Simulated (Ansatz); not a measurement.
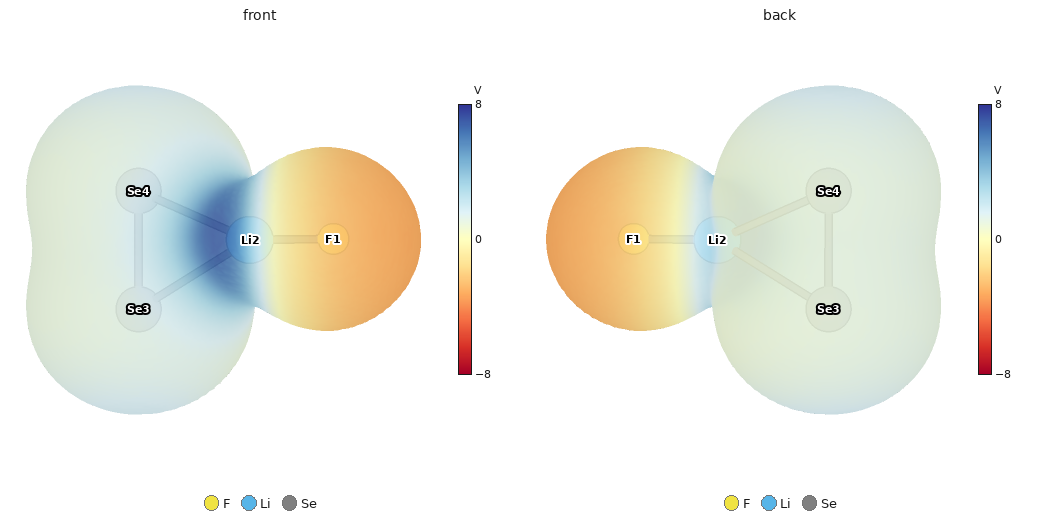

Figure. FLiSe2 (SMILES [F][Li]1[Se][Se]1) (triplet). The electrostatic potential painted on the density surface at 0.002 e/bohr³, seen from the front and from behind; the colour scale runs from red (negative) to blue (positive).

Geometry: PBE0-D3(BJ)/def2-SVP.

Theory: Ansatz, isolated molecule in a Gaussian basis; Kohn-Sham density functional theory, functional PBE0.

**Describe the electrostatic potential map.**

The most negative region (about −3.2 V) lies over F1, the most positive (about +6.7 V) over Li2.

**What dipole moment does the calculation give?**

Its dipole moment is 7.14 D.
